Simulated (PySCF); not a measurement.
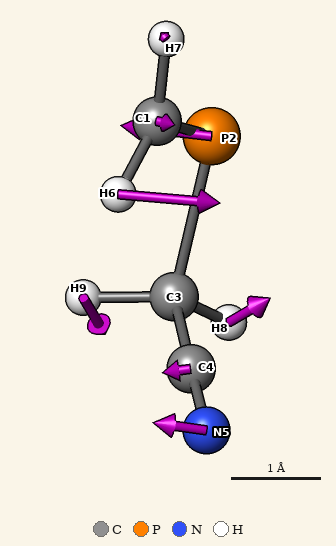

This is a relaxation of C3H4NP. The starting structure is drawn; purple arrows show the displacements, 2 times their true length. The two geometries are superimposed by the best rigid fit.

The picture is a ball-and-stick view, seen from a free direction.

The start comes from GFN2-xTB. Its atoms were then displaced at random by about 0.01 Å.

Method: PBE0-D3(BJ)/def2-SVP geometry optimisation, gas phase in PySCF 2.14.0, density-fitted response routines. 

### Describe the change and its energy.

The energy falls by 15.3 kJ/mol in 7 geometry steps. H6 moves most after the best rigid fit: 0.61 Å. Largest moves by element: H 0.61 Å, P 0.53 Å, N 0.32 Å, C 0.17 Å. Among the contacts that change: C3–C4 1.415 → 1.444 Å, C3–H9 1.076 → 1.103 Å, C1–H7 1.075 → 1.095 Å, P2–C3 1.913 → 1.893 Å. Bond angles that change, for instance: P2–C3–C4 110.2° → 115.9°, H8–C3–H9 109.4° → 106.4°, P2–C1–H7 120.5° → 117.9°. Groups turn about P2–C3 by about 40°. Cost: 27 s on 1 thread of AMD EPYC 7R43 64-Core Processor, on a shared host.
